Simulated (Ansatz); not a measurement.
Relaxed BN (zinc blende):

```
CELL_PARAMETERS angstrom
      0.00000     3.60973     3.60973
      1.80487     0.00000     1.80487
      1.80487     1.80487     0.00000
ATOMIC_POSITIONS crystal
  N  0.37500 0.75000 0.75000
  N  0.87500 0.75000 0.75000
  B  0.00000 0.00000 0.00000
  B  0.50000 0.00000 0.00000
```

The atoms are displaced by Q × the pattern below (from a DFPT mode at L = (0.5, 0.0, 0.0), largest move 1; Q in Å), at fixed cell. (q is in reciprocal vectors of the primitive cell; the cell shown is doubled to hold the pattern.)

```json
[
 {"atom": "N1", "x": "-0.577", "y": "0.577", "z": "0.577"},
 {"atom": "N2", "x": "0.577", "y": "-0.577", "z": "-0.577"},
 {"atom": "B3", "x": "0.351", "y": "-0.351", "z": "-0.351"},
 {"atom": "B4", "x": "-0.351", "y": "0.351", "z": "0.351"}
]
```

Calculation: r2SCAN (plane waves to 500 eV, PAW, scalar-relativistic; Ansatz, a quantum-chemistry and plane-wave program). k mesh 8×16×16 (Γ-centred), Fermi-Dirac smearing 0.05 eV. Energies are smeared free energies. Left out: 2 of 13 points, with atoms too close for the PAW data. BN was relaxed with its symmetry unable to fall. ΔE is measured from the undisplaced structure.

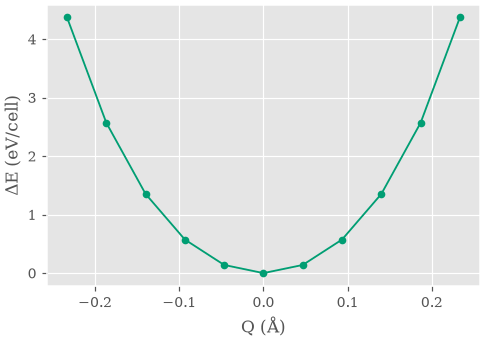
ΔE (eV/cell) against Q (Å); computed points joined by lines.

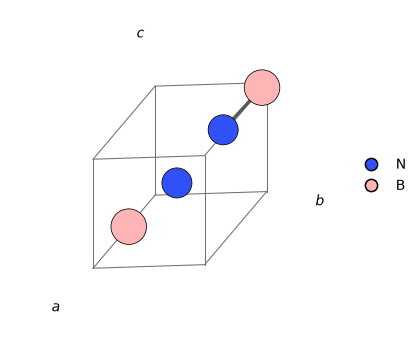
Fig. 1. The cell of the calculation at Q = -0.233 Å.

Harmonic wavenumber from the curvature (finite differences): 978 cm⁻¹. Shape of the curve: a single well with its minimum at or next to zero displacement. Wavenumber by perturbation theory (DFPT, on another k mesh): 978 cm⁻¹. Symmetry of the curve: even: the same for both signs. Space group of the distorted cell: R3m (No. 160), lowered from F-43m.

E″ = 126.72 eV/Å², M = Σ mᵢ|uᵢ|² = 36.0 u, ν̃ = 521.5·√(|E″|/M).

(For displaced atoms, the force is minus the slope of the energy, and its curvature is a force constant, which sets phonon frequencies.)
